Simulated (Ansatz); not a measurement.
BFH2OSi

Input file:

```
crystal:
  periodic: [false, false, false]
  atoms:
    - { symbol: F, position_ang: [0.2844, -2.4391, 0.5976] }
    - { symbol: B, position_ang: [0.2628, -0.9548, 0.6535] }
    - { symbol: O, position_ang: [1.003, 0.2901, 0.4795] }
    - { symbol: Si, position_ang: [-0.2862, 0.662, -0.3562] }
    - { symbol: H, position_ang: [1.78068, 0.86671, 0.27254] }
    - { symbol: H, position_ang: [-1.1693, 1.6476, 0.3855] }
basis:
  gaussian: { orbitals: "6-31G*" }
hamiltonian:
  xc: pbe
  dispersion: d4
relax:
  f_tol: 0.02
  max_steps: 50
output:
  orbitals: {}
```

Launched as:

```sh
ansatz run input.yaml --threads 1 --pin off --max-ram 2048MiB --backend cpu --events-out ev --progress --plain --runs-dir out
```

The fields are those of the relaxed geometry.

Computed with Ansatz 0.2.0, RKS PBE-D4/6-31G*.

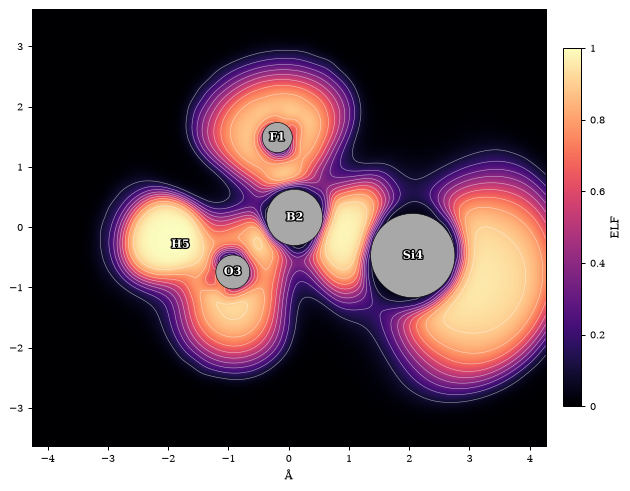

Figure 1. ELF on the plane of atoms F1, B2 and O3. Grey discs cover the atomic cores.

> What does the map show?

The section cuts through F, B, O, Si and H sites.
B–F (1.36 Å): the ELF peaks at about 0.90 between the atoms: a shared but strongly polarised pair.
B–O (1.37 Å): the ELF peaks at about 0.90 between the atoms (a polar covalent bond).
Si–B (2.06 Å): the ELF peaks at about 1 between the atoms, as expected for a covalent bond.
O–H (0.98 Å): the ELF climbs to about 1 towards the hydrogen, as it does in any bond to H; an ordinary covalent bond to hydrogen.
The ELF also peaks beside O3, Si4 and F1, away from the bonds: lone-pair regions.

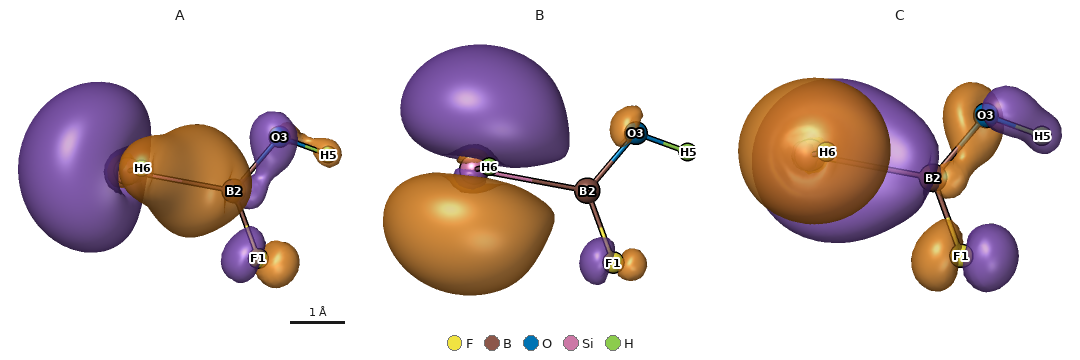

Figure 2. Three frontier orbitals at ±0.1 Å⁻³ᐟ² (orange and purple are the two phases), in no order.

> Which picture is the HOMO−1, the HOMO and the LUMO?

C is the HOMO−1 (−7.07 eV). Its weight (Hirshfeld) is mainly on Si4 (about 45 %), H6 (about 25 %), B2 (about 15 %) and F1 (about 5 %). A is the HOMO (−5.42 eV). By Hirshfeld shares it lies mainly on Si4 (about 70 %) and B2 (about 15 %). B is the LUMO (−3.82 eV). By Hirshfeld shares it lies mainly on Si4 (about 85 %).

> What is the HOMO–LUMO gap?

1.60 eV between the orbital energies.

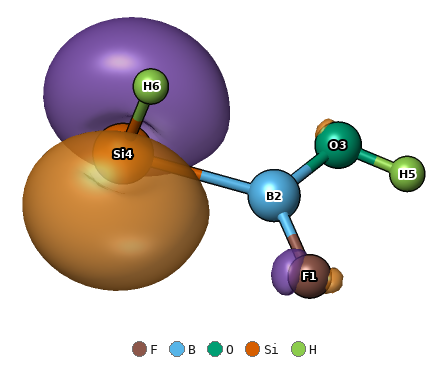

Figure 3. The LUMO at ±0.15 Å⁻³ᐟ² (orange and purple are the two phases), seen at a tilt.

> What is the character of this orbital?

It lies mainly on Si4 (about 85 %). Its energy is −3.82 eV.
